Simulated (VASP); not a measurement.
**A VASP study of RuS (TPSS): structure first, properties next**

Aim: relax RuS, then compute properties on the relaxed cell. The steps: rough relaxation of the start cell, full relaxation (TPSS), density, ELF and potential (TPSS), band structure (TPSS), total and projected DOS (TPSS), vibrations at Γ (TPSS), band structure (TPSS + SOC), band structure (r2SCAN) and band structure (TPSS), changed input. The cell is invented: it takes the structure of COD entry 9008781, ZrS (space group 225 there), with some of its atoms replaced by other elements, volume scaled by an estimate. It may not be a known or stable phase.

Main program and level: VASP 6.6.1; TPSS, no spin polarisation; plane waves and PAW (Ru_pv, S), in the first sound run; inputs show where later runs differ.

## 1. Starting point

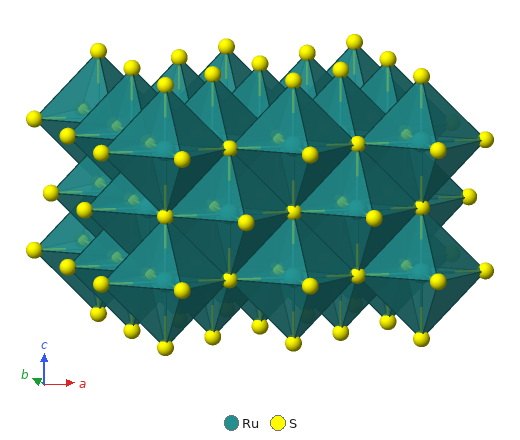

The starting structure, seen slightly off an axis (ruthenium teal, sulfur yellow). 2×2×1 cells are drawn. This picture shows the conventional cell, with its axes. Some periodic images of atoms are drawn too.

Coordinates:

```xyz
2
Lattice="0.0000 2.4940 2.4940 2.4940 0.0000 2.4940 2.4940 2.4940 0.0000" Properties=species:S:1:pos:R:3 pbc="T T T"
Ru    0.0000    0.0000    0.0000
S     2.4940    2.4940    2.4940
```

## 2. Rough relaxation of the start cell

The start is only an estimate, so a cheap relaxation brings it near a minimum before any careful run. TPSS is an older meta-GGA.

Input file INCAR:

```
SYSTEM = RuS
PREC = Normal
ENCUT = 400
EDIFF = 1E-05
NELM = 60
ISMEAR = -1
SIGMA = 0.05
LREAL = .FALSE.
ALGO = Normal
METAGGA = TPSS
LASPH = .TRUE.
NBANDS = 16
LORBIT = 11
LWAVE = .FALSE.
LCHARG = .FALSE.
IBRION = 2
NSW = 40
ISIF = 3
EDIFFG = -0.04
```

Input file POSCAR:

```
RuS
1.0
    0.0000000000      2.4940180000      2.4940180000
    2.4940180000      0.0000000000      2.4940180000
    2.4940180000      2.4940180000      0.0000000000
Ru S
1 1
Direct
    0.0000000000      0.0000000000      0.0000000000
    0.5000000000      0.5000000000      0.5000000000
```

Input file KPOINTS:

```
Automatic mesh
0
Gamma
6 6 6
0 0 0
```

Potentials, in the order of the species: Ru_pv and S (PBE family, release 64).

Started as:

```console
$ mpirun -np 1 vasp_std
```

The log of the run:

```text
[banner, memory and clock lines left out]
running    1 mpi-ranks, on    1 nodes
 distrk:  each k-point on    1 cores,    1 groups
 distr:  one band on    1 cores,    1 groups

 POSCAR found type information on POSCAR RuS
 POSCAR found :  2 types and       2 ions
|                                                                             |
|               ----> ADVICE to this user running VASP <----                  |
|                                                                             |
|     You enforced a specific xc type in the INCAR file but a different       |
|     [... a line on the potential file left out ...]
|     I HOPE YOU KNOW WHAT YOU ARE DOING!                                     |
|                                                                             |

 LDA part: xc-table for (None), standard interpolation
 POSCAR, INCAR and KPOINTS ok, starting setup
 FFT: planning ... GRIDC
 FFT: planning ... GRID_SOFT
 FFT: planning ... GRID
 WAVECAR not read
 entering main loop
       N       E                     dE             d eps       ncg     rms          rms(c)
DAV:   1     0.124549595880E+03    0.12455E+03   -0.99216E+03   520   0.101E+03
DAV:   2    -0.114088151436E+02   -0.13596E+03   -0.13257E+03   608   0.303E+02
DAV:   3    -0.144760033760E+02   -0.30672E+01   -0.30352E+01   648   0.472E+01
DAV:   4    -0.144928881576E+02   -0.16885E-01   -0.16875E-01   608   0.366E+00
DAV:   5    -0.144930487579E+02   -0.16060E-03   -0.16060E-03   632   0.342E-01    0.214E+01
DAV:   6    -0.265894874896E+02   -0.12096E+02   -0.25632E+01   528   0.469E+01    0.595E+00
DAV:   7    -0.262671400965E+02    0.32235E+00   -0.13623E+00   528   0.135E+01    0.266E+00
DAV:   8    -0.262614522838E+02    0.56878E-02   -0.60476E-02   688   0.201E+00    0.163E+00
DAV:   9    -0.262753084897E+02   -0.13856E-01   -0.63054E-02   544   0.218E+00    0.630E-01
DAV:  10    -0.262758485258E+02   -0.54004E-03   -0.17704E-03   680   0.336E-01    0.221E-01
DAV:  11    -0.262757185161E+02    0.13001E-03   -0.16108E-03   592   0.345E-01    0.100E-01
DAV:  12    -0.262757234091E+02   -0.48931E-05   -0.21657E-05   688   0.375E-02
   1 F= -.26275723E+02 E0= -.26257073E+02  d E =-.262757E+02
 curvature:   0.00 expect dE= 0.000E+00 dE for cont linesearch  0.000E+00
 trial: gam= 0.00000 g(F)=  0.117E-63 g(S)=  0.147E+00 ort = 0.000E+00 (trialstep = 0.100E+01)
 search vector abs. value=  0.147E+00
 bond charge predicted
       N       E                     dE             d eps       ncg     rms          rms(c)
DAV:   1    -0.291738783830E+02   -0.28982E+01   -0.54629E+01   560   0.814E+01    0.171E+01
DAV:   2    -0.266456957448E+02    0.25282E+01   -0.13190E+01   520   0.373E+01    0.454E+00
DAV:   3    -0.262659791175E+02    0.37972E+00   -0.86910E-01   576   0.931E+00    0.177E+00
DAV:   4    -0.262550476848E+02    0.10931E-01   -0.33810E-01   592   0.495E+00    0.144E+00
DAV:   5    -0.262589321082E+02   -0.38844E-02   -0.55449E-03   608   0.703E-01    0.969E-01
DAV:   6    -0.262619228401E+02   -0.29907E-02   -0.46622E-03   576   0.470E-01    0.253E-01
DAV:   7    -0.262618829491E+02    0.39891E-04   -0.21588E-04   688   0.109E-01    0.319E-02
DAV:   8    -0.262618773384E+02    0.56107E-05   -0.32417E-06   448   0.159E-02
   2 F= -.26261877E+02 E0= -.26246325E+02  d E =0.138461E-01
 trial-energy change:    0.013846  1 .order    0.023869   -0.147132    0.194869
 step:   0.4740(harm=  0.4302)  dis= 0.00000  next Energy=   -26.311665 (dE=-0.359E-01)
 bond charge predicted
       N       E                     dE             d eps       ncg     rms          rms(c)
DAV:   1    -0.271372955634E+02   -0.87541E+00   -0.15546E+01   544   0.454E+01    0.685E+00
DAV:   2    -0.264772381443E+02    0.66006E+00   -0.41075E+00   544   0.221E+01    0.293E+00
DAV:   3    -0.263114213505E+02    0.16582E+00   -0.32091E-01   528   0.578E+00    0.166E+00
DAV:   4    -0.263114792253E+02   -0.57875E-04   -0.10028E-01   624   0.259E+00    0.517E-01
DAV:   5    -0.263124944375E+02   -0.10152E-02   -0.14031E-03   608   0.316E-01    0.367E-01
DAV:   6    -0.263129136481E+02   -0.41921E-03   -0.88233E-04   584   0.207E-01    0.281E-02
DAV:   7    -0.263129294032E+02   -0.15755E-04   -0.35224E-05   704   0.472E-02    0.277E-02
DAV:   8    -0.263129321504E+02   -0.27473E-05   -0.11117E-06   384   0.862E-03
   3 F= -.26312932E+02 E0= -.26295638E+02  d E =-.372087E-01
 curvature:  -0.21 expect dE=-0.108E-05 dE for cont linesearch -0.108E-05
 trial: gam=-0.00582 g(F)=  0.466E-61 g(S)=  0.504E-05 ort = 0.861E-03 (trialstep = 0.895E+00)
 search vector abs. value=  0.273E-09
 reached required accuracy - stopping structural energy minimisation
```

Wall time 83 s (1 MPI rank of AMD EPYC 7R43, shared host); peak memory 0.09 GiB.

Lines that name or quote the potential files are left out of all logs, and their timing lines are given in words.

OUTCAR, selected parts (step 2):

```text
ion  position               nearest neighbor table
   1  0.000  0.000  0.000-   2 2.49   2 2.49   2 2.49   2 2.49   2 2.49   2 2.49
   2  0.500  0.500  0.500-   1 2.49   1 2.49   1 2.49   1 2.49   1 2.49   1 2.49

  LATTYP: Found a face centered cubic cell.
 ALAT       =     4.9880360000

 Subroutine GETGRP returns: Found 48 space group operations
 (whereof 48 operations were pure point group operations)

The static configuration has the point symmetry O_h .

 Found     16 irreducible k-points:

   k-points           NKPTS =     16   k-points in BZ     NKDIM =     16   number of bands    NBANDS=     16

   dimension x,y,z NGX =    18 NGY =   18 NGZ =   18
   dimension x,y,z NGXF=    36 NGYF=   36 NGZF=   36

   ENCUT  =  400.0 eV  29.40 Ry    5.42 a.u.   5.75  5.75  5.75*2*pi/ulx,y,z

   NELECT =      20.0000    total number of electrons

 k-points in reciprocal lattice and weights: Automatic mesh
   0.00000000  0.00000000  0.00000000       0.005
   0.16666667  0.00000000  0.00000000       0.037
   0.33333333  0.00000000  0.00000000       0.037
   0.50000000  0.00000000  0.00000000       0.019
   0.16666667  0.16666667  0.00000000       0.028
   0.33333333  0.16666667  0.00000000       0.111
   0.50000000  0.16666667  0.00000000       0.111
  -0.33333333  0.16666667  0.00000000       0.111
  -0.16666667  0.16666667  0.00000000       0.056
[...]
-0.33333333  0.33333333  0.16666667       0.111
  -0.33333333  0.50000000  0.16666667       0.056

 average (electrostatic) potential at core
       1 -70.4055       2 -83.3397

 E-fermi :  10.2276

 k-point     1 :       0.0000    0.0000    0.0000
  band No.  band energies     occupation
    ...
      8       8.0748      2.00000
      9       8.0748      2.00000
     10       8.1102      2.00000
     11       8.1102      2.00000
     12       8.1102      2.00000
     13      14.5742      0.00000
     14      20.4297      0.00000
     15      22.0985      0.00000
     16      22.4234      0.00000

 k-point     2 :       0.1667    0.0000    0.0000
  band No.  band energies     occupation
    ...
      6       6.1151      2.00000
      7       6.1151      2.00000
      8       8.1347      2.00000
      9       8.1347      2.00000
     10       8.8582      2.00000
     11      10.5223      0.00550
     12      10.5223      0.00550
     13      15.9378      0.00000
     14      19.5273      0.00000
     15      21.5330      0.00000
    ...

 k-point     3 :       0.3333    0.0000    0.0000
  band No.  band energies     occupation
    ...
      6       4.8791      2.00000
      7       4.8791      2.00000
      8       8.9784      2.00000
      9       8.9784      2.00000
     10       9.6006      1.99999
     11      13.0235      0.00000
     12      13.0235      0.00000
     13      15.2176      0.00000
     14      18.9754      0.00000
     15      18.9754      0.00000
    ...

  Total       -0.0083466     -0.0083466     -0.0083466      0.0000000     -0.0000000     -0.0000000
  in kB       -0.4528053     -0.4528053     -0.4528053      0.0000000     -0.0000000     -0.0000000
  external PRESSURE =      -0.4528053 kB  Pullay stress =       0.0000000 kB

  energy-cutoff  :      400.00
  volume of cell :       29.53
      direct lattice vectors                 reciprocal lattice vectors
    -0.000000000  2.453353407  2.453353407    -0.203802680  0.203802680  0.203802680
     2.453353407 -0.000000000  2.453353407     0.203802680 -0.203802680  0.203802680
     2.453353407  2.453353407 -0.000000000     0.203802680  0.203802680 -0.203802680

 POSITION                                       TOTAL-FORCE (eV/Angst)
 -----------------------------------------------------------------------------------
      0.00000      0.00000     -0.00000        -0.000000     -0.000000     -0.000000
      2.45335      2.45335      2.45335         0.000000      0.000000      0.000000
 -----------------------------------------------------------------------------------
    total drift:                               -0.000000      0.000000      0.000000

  FREE ENERGIE OF THE ION-ELECTRON SYSTEM (eV)
  ---------------------------------------------------
  free  energy   TOTEN  =       -26.3129321504 eV

  energy  without entropy=      -26.2783440301  energy(sigma->0) =      -26.29563809

 reached required accuracy - stopping structural energy minimisation

 total charge
# of ion       s       p       d       tot
------------------------------------------
    1        0.250   6.156   6.131  12.538
    2        1.309   2.355   0.000   3.664
--------------------------------------------------
tot          1.559   8.511   6.131  16.201

[... 3 further parts left out ...]
```

This run has no spin polarisation, although Ru can carry a moment. The k-mesh is coarse for a metal. This relaxation is a rough one on cheap settings, only to bring the start near its minimum. The PAW data sets were made with PBE, which is usual practice but a small mismatch for other functionals. The run keeps the 48 symmetry operations of its start, so it cannot find a distortion of lower symmetry.

Relaxation path:

| step | energy less that of the first step (eV) | largest force (eV/Å) | pressure (GPa) | volume (Å³) |
| --- | --- | --- | --- | --- |
| 1 | 0.0000 | 0.0000 | -7.36 | 31.03 |
| 2 | 0.0138 | 0.0000 | 10.83 | 27.93 |
| 3 | -0.0372 | 0.0000 | -0.05 | 29.53 |

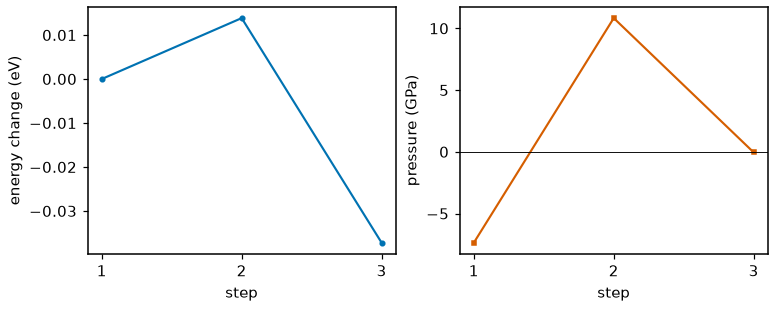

Energy and pressure along the relaxation.

```
conventional cell, symmetrised  before  after  change
                         a (Å)   4.988  4.907  -1.6 %
                         b (Å)   4.988  4.907  -1.6 %
                         c (Å)   4.988  4.907  -1.6 %
              volume (Å³/atom)   15.51  14.77  -4.8 %
```

Final coordinates:

```xyz
2
Lattice="0.0000 2.4534 2.4534 2.4534 0.0000 2.4534 2.4534 2.4534 0.0000" Properties=species:S:1:pos:R:3 pbc="T T T"
Ru    0.0000    0.0000    0.0000
S     2.4534    2.4534    2.4534
```

This step gave:

```yaml
electrons: 20
bands: 16
irreducible_k_points: 16
symmetry_operations: 48
free_energy_toten: -26.31 eV
energy_at_zero_smearing: -26.30 eV
fermi_energy: 10.23 eV
pressure: -0.04528 GPa
metallic: yes
scf_cycles_over_all_ionic_steps: 28
```

It ends with forces that vanish by symmetry and a pressure of -0.05 GPa.

(Part 1 of 5 ends here.)

[Lines on the potential files, build, host, timing and source positions are cut from VASP's logs without a mark.]

[Logs are printed without paths, hosts, clocks, repeated set-up lines and the standing remarks that a program may print on its own settings, such as how far it seeks lower states.]

[Hosts, paths, dates, database ids (printed as entryN), source tags and the programs' standing remarks are cut or masked in the printed files.]

[A measured line is paired with the nearest computed mode of its activity, which favours agreement.]

[In band tables of VASP the shares of atoms and orbitals are scaled to a sum of 1 inside the atoms' spheres.]
